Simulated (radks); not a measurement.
**Atomic calculation for Ba³⁺**

The barium ion Ba³⁺ in the configuration [Kr] 4d10 5s2 5p5 (high spin). Computed at this level: scalar-relativistic Kohn-Sham, BP86, spin-polarised, spherical densities, point nucleus (the in-house radial solver radks).

## Input file
```
Z 56
configuration [Kr] 4d10 5s2 5p5 6s0 4f0 5d0 6p0
relativity scalar-relativistic
functional b88,p86
spin polarised
nucleus point
c 137.035999084
```

Energies in input and log are in hartree, lengths in bohr.

The run was one of a batch that the task file lists, launched with:
```bash
python <driver script> task.json out
```

## Output
```
1s      1   1.0000       -1370.48686675
2s      1   1.0000        -217.42151127
2p      1   3.0000        -195.06340297
3s      1   1.0000         -46.64962568
3p      1   3.0000         -39.48233719
3d      1   5.0000         -29.07228304
4s      1   1.0000          -9.91184007
4p      1   3.0000          -7.59910739
4d      1   5.0000          -4.24134537
5s      1   1.0000          -2.14376119
5p      1   3.0000          -1.56726547
6s      1   0.0000          -0.71758036
4f      1   0.0000          -0.83814636
5d      1   0.0000          -0.83269623
6p      1   0.0000          -0.56050004
1s      2   1.0000       -1370.48472547
2s      2   1.0000        -217.42044037
2p      2   3.0000        -195.06159650
3s      2   1.0000         -46.64780725
3p      2   3.0000         -39.48026513
3d      2   5.0000         -29.07028928
4s      2   1.0000          -9.90775147
4p      2   3.0000          -7.59490107
4d      2   5.0000          -4.23569688
5s      2   1.0000          -2.11454736
5p      2   2.0000          -1.53727366
6s      2   0.0000          -0.70804313
4f      2   0.0000          -0.82205864
5d      2   0.0000          -0.80896588
6p      2   0.0000          -0.55419604
Etot -8134.98009317419
Ekin 8588.271760945834
Encl -19633.45137951701
Eh 3108.2572001086546
Exc -198.05767471166888
err 3.4885999345598605e-09
it 14
```

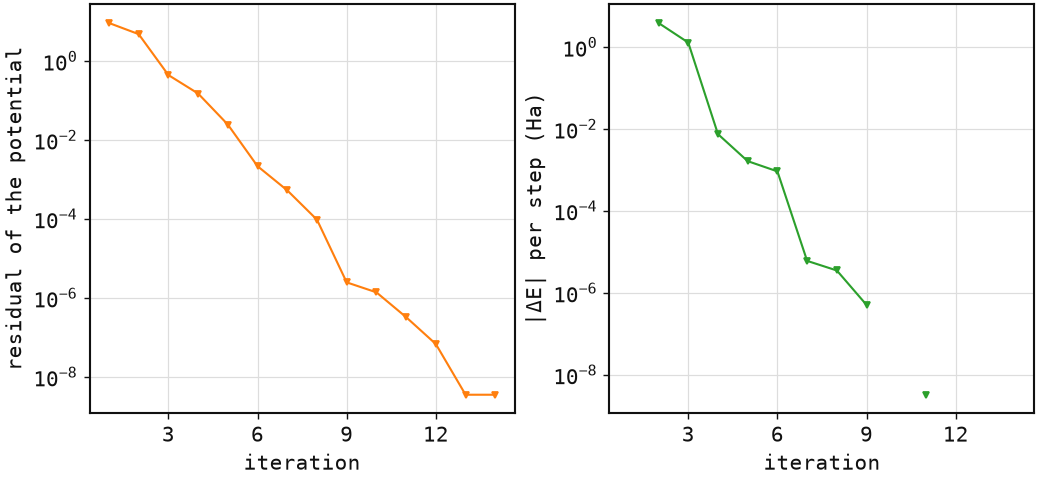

Fig. 1: Convergence: residual of the potential and change of the energy from step to step (the smallest changes aren't drawn) against the iteration. The residual falls almost steadily, with no more than small rises or pauses. It goes from 9.1 to 3.5×10⁻⁹ in 14 steps.

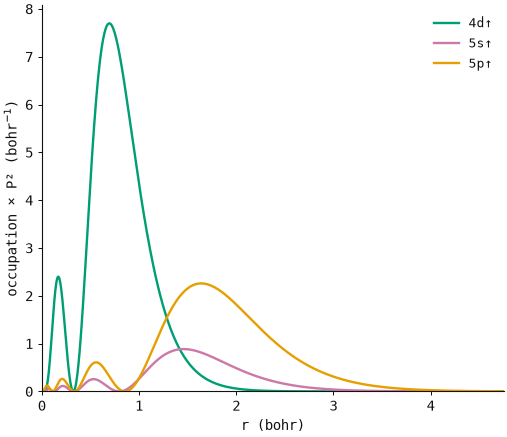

Fig. 2: The radial probability densities P² of 5p up, 4d up and 5s up, each times its occupation. 4d up: outer maximum at 0.695 bohr, ⟨r⟩ = 0.799 bohr, 1 node, eigenvalue −115.4 eV; 5s up: outer maximum at 1.46 bohr, ⟨r⟩ = 1.60 bohr, 4 nodes, eigenvalue −58.3 eV; 5p up: outer maximum at 1.64 bohr, ⟨r⟩ = 1.83 bohr, 3 nodes, eigenvalue −42.6 eV. The innermost lobes are too small to be seen at this scale.

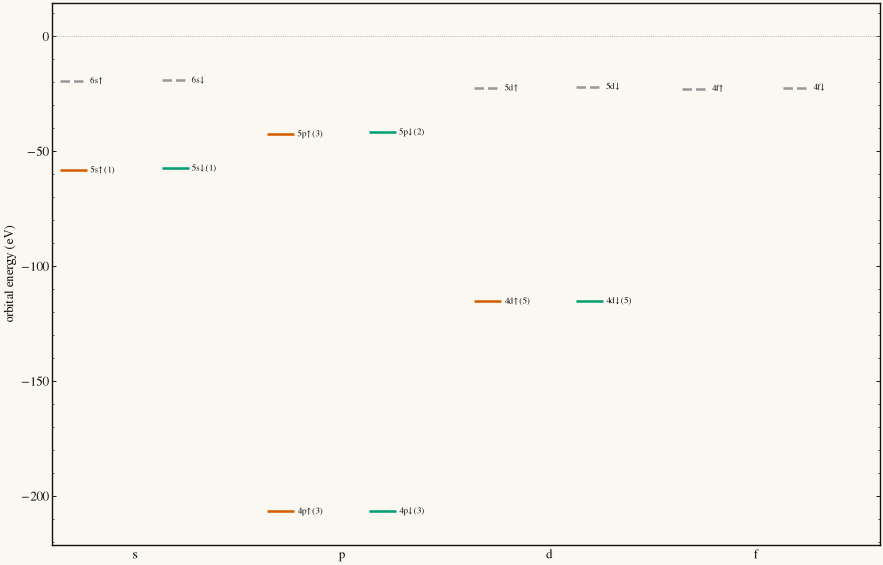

Fig. 3: The outer levels are drawn by angular momentum (occupations in brackets, up spins at the left of each column and down spins at the right, empty levels dashed). The highest occupied level is 5p down at −41.8 eV. The highest 4 occupied levels, from the top down, are 5p down (−41.8 eV), 5p up (−42.6 eV), 5s down (−57.5 eV), 5s up (−58.3 eV). The lowest empty level drawn is 4f up at −22.8 eV. The largest exchange splitting (down less up) among the shells drawn in both spins is that of 5p, 0.816 eV. The semi-empirical ionisation energy (NIST) is 47.0 eV; minus the highest level, 41.8 eV, lies 11 % below it, as is usual for a semilocal functional, whose potential decays too fast.

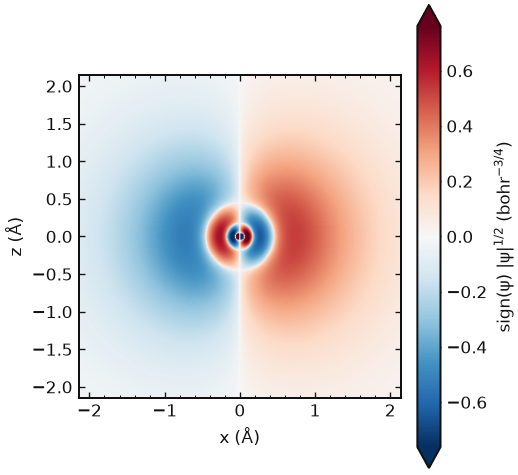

Fig. 4: The 5p(x) orbital of down spin. The radial function comes from the spherical calculation and is multiplied by a real spherical harmonic; the overall sign is chosen so that the largest lobe of P(r) is positive; at the scalar-relativistic level it is the large component. In the xz plane through the nucleus, the colour gives the signed square root of ψ. (1 bohr = 0.529 Å.) It has the nodal plane yz and 3 radial nodes, at r = 0.111, 0.333 and 0.855 bohr. The outermost maximum of P² lies at 1.64 bohr, ⟨r⟩ = 1.83 bohr, 90 % of the charge lies within 2.65 bohr, and the eigenvalue is −41.8 eV, with 2 electrons in the shell for this spin.

## Key numbers

```
                       quantity                      value
                        outcome                  converged
                   total energy         −8134.9801 hartree
                 kinetic energy          8588.2718 hartree
        electron–nucleus energy        −19633.4514 hartree
                 Hartree energy          3108.2572 hartree
    exchange–correlation energy        −198.057675 hartree
radius at density 0.001 e/bohr³                  3.55 bohr
                 SCF iterations                         14
                       hardware  1 CPU thread, shared host
```
